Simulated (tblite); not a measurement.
# BSiH₂F₃: frequency calculation

- system: BSiH₂F₃
- method: GFN2-xTB, R-SCC (tblite 0.8.0)

The geometry was optimised with GFN2-xTB.

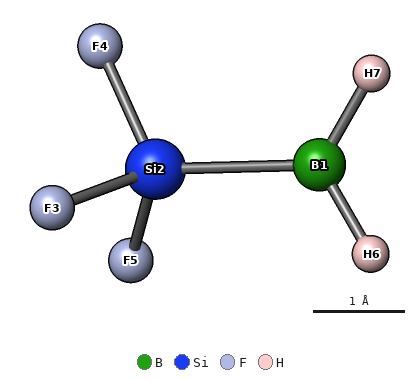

**Figure 1.** The input geometry (ball-and-stick view, seen at a tilt; atoms are numbered from 1 in the order of the input). Bond lengths as drawn: B–H 1.17 Å, B–Si 1.93 Å and F–Si 1.60 Å.

## Results in brief

| quantity | value |
| --- | --- |
| outcome | converged |
| total energy | −18.345321 hartree |
| basis functions | 27 |
| largest force | 0.002 eV/Å |
| HOMO | −12.27 eV |
| LUMO | −9.14 eV |
| zero-point energy | 0.028119 hartree |
| dipole moment | 3.76 D |
| wavenumbers, lowest and highest | 12i and 2711 cm⁻¹ |
| hardware | 1 thread of Intel Xeon @ 2.70GHz, 189 GiB of memory available, shared host |
| peak memory | 0.067 GiB |

## Input file (run.py)
```python
"""GFN2-xTB harmonic vibrations"""
import json
import numpy as np
from tblite.interface import Calculator
from tblite.interface import symbols_to_numbers
from ase.data import atomic_masses

symbols = list(map(str, np.loadtxt("geom.xyz", skiprows=2, usecols=0, dtype=str, ndmin=1)))
numbers = np.array(symbols_to_numbers(symbols))
positions = np.loadtxt("geom.xyz", skiprows=2, usecols=(1, 2, 3), ndmin=2) / 0.52917721

calc = Calculator("GFN2-xTB", numbers, positions, charge=0, uhf=0)
calc.set("verbosity", 0)
calc.set("accuracy", 0.01)
result = calc.singlepoint()
h = 0.005  # bohr
n = positions.size
H, D = np.zeros((n, n)), np.zeros((n, 3))
for a in range(n):
    g, d = [], []
    for sign in (1, -1):
        x = positions.ravel().copy()
        x[a] += sign * h
        calc.update(x.reshape(-1, 3))
        y = calc.singlepoint()
        g.append(y.get('gradient').ravel())
        d.append(y.get('dipole'))
    H[a], D[a] = (g[0] - g[1]) / (2 * h), (d[0] - d[1]) / (2 * h)
mass = np.repeat(atomic_masses[numbers], 3)
H = (H + H.T) / 2 / np.sqrt(np.outer(mass, mass))
# project out translations and rotations
com = positions - atomic_masses[numbers] @ positions / atomic_masses[numbers].sum()
T = [np.tile(v, len(numbers)) for v in np.eye(3)] + [np.cross(com, v).ravel() for v in np.eye(3)]
U, sv, _ = np.linalg.svd((np.array(T) * np.sqrt(mass)).T)
Q = U[:, (sv > 1e-3 * sv.max()).sum():]
w, V = np.linalg.eigh(Q.T @ H @ Q)
freq = np.sign(w) * np.sqrt(np.abs(w)) * 5140.487
inten = (((Q @ V).T / np.sqrt(mass)) @ D) ** 2
inten = inten.sum(axis=1) * 974.88
print(f"E = {result.get('energy'):.8f} Eh, max gradient {np.abs(result.get('gradient')).max():.2e} Eh/bohr")
print("mode   frequency/cm^-1   IR/(km/mol)")
for i, (v, s) in enumerate(zip(freq, inten), 1):
    print(f"{i:4d} {v:14.2f} {s:14.3f}")
zpe = freq[freq > 0].sum() / 2 / 219474.63
print(f"imaginary modes: {(freq < -10).sum()}, zero-point energy {zpe:.6f} Eh = {zpe * 2625.4996:.4f} kJ/mol")
out = {k: np.asarray(result.get(k)).tolist() for k in ("energy", "gradient", "charges", "dipole", "orbital-energies", "orbital-occupations")}
out.update(symbols=symbols, positions=(positions * 0.529177210903).tolist(), frequencies=freq.tolist(), intensities=inten.tolist(), zpe=zpe)
json.dump(out, open("results.json", "w"))
```

## File geom.xyz
```
7

B      0.244138    -1.176741     0.337714
Si    -0.130127     0.643126    -0.202729
F      1.130942     1.495182    -0.694835
F     -1.149002     0.868916    -1.413437
F     -0.765887     1.601369     0.908466
H      0.842996    -1.407965     1.313102
H     -0.111860    -2.091888    -0.293881
```

Launch command:
```bash
python run.py
```

## Output
```
E = -18.34532115 Eh, max gradient 2.63e-05 Eh/bohr
mode   frequency/cm^-1   IR/(km/mol)
   1         -11.80          0.006
   2         143.10          0.913
   3         150.70          0.184
   4         233.25         25.187
   5         235.29         24.758
   6         296.48        103.154
   7         668.46          2.844
   8         684.79          0.586
   9         731.80        116.392
  10         868.19        214.404
  11         872.33        224.188
  12         877.88        256.860
  13        1197.04          1.106
  14        2672.54         18.683
  15        2711.00         65.433
imaginary modes: 1, zero-point energy 0.028119 Eh = 73.8265 kJ/mol
```

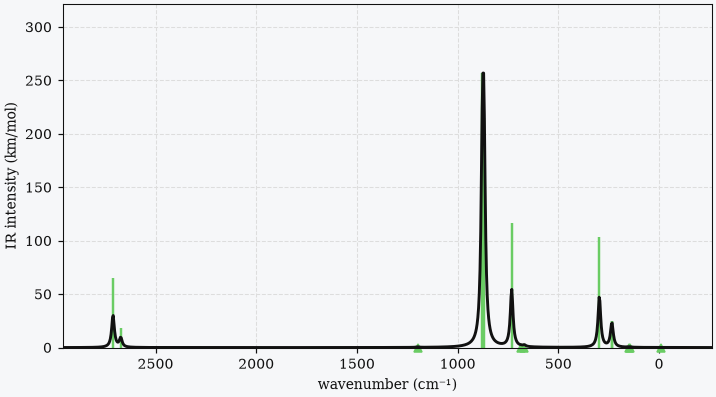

**Figure 2.** Harmonic infrared spectrum, unscaled: sticks (degenerate modes added up, dark ones marked on the axis) with a Lorentzian envelope of 16 cm⁻¹ full width, scaled to the tallest stick; imaginary modes are drawn at negative wavenumbers. 15 modes from 12i to 2711 cm⁻¹, 1 imaginary beyond 8i (12i cm⁻¹): not a clean minimum; so soft a mode can be a shallow saddle, an incomplete relaxation or noise of the force constants. The strongest line is at 878 cm⁻¹ (257 km/mol). All modes, in cm⁻¹ (km/mol): 12i (0.0), 143 (0.9), 151 (0.2), 233 (25), 235 (25), 296 (103), 668 (2.8), 685 (0.6), 732 (116), 868 (214), 872 (224), 878 (257), 1197 (1.1), 2673 (18.7), 2711 (65).

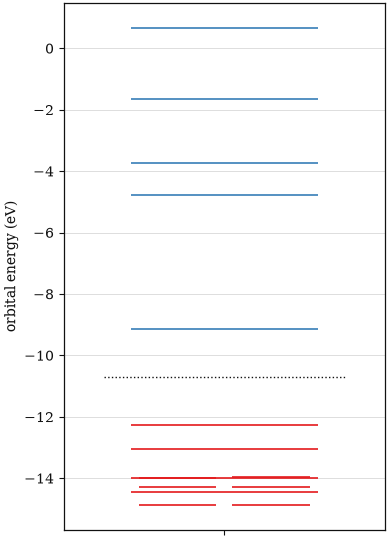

**Figure 3.** Orbital energies near the frontier; the dotted line parts filled from empty levels, and levels within 0.02 eV of each other stand side by side. Highest filled −12.27 eV, lowest empty −9.14 eV, 3.13 eV apart.

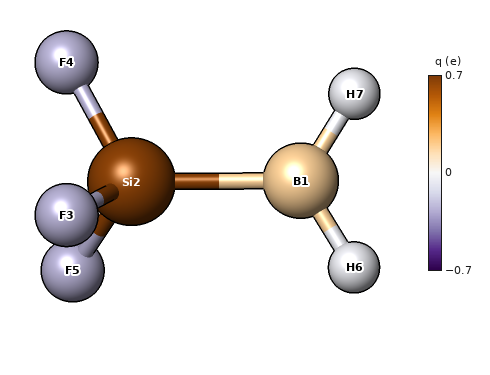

**Figure 4.** Mulliken charges, as the colour of each atom (ball-and-stick view, seen on its broad side; atoms are numbered from 1 in the order of the input). By element: B +0.19, Si +0.67, F −0.25 and H −0.05 e.
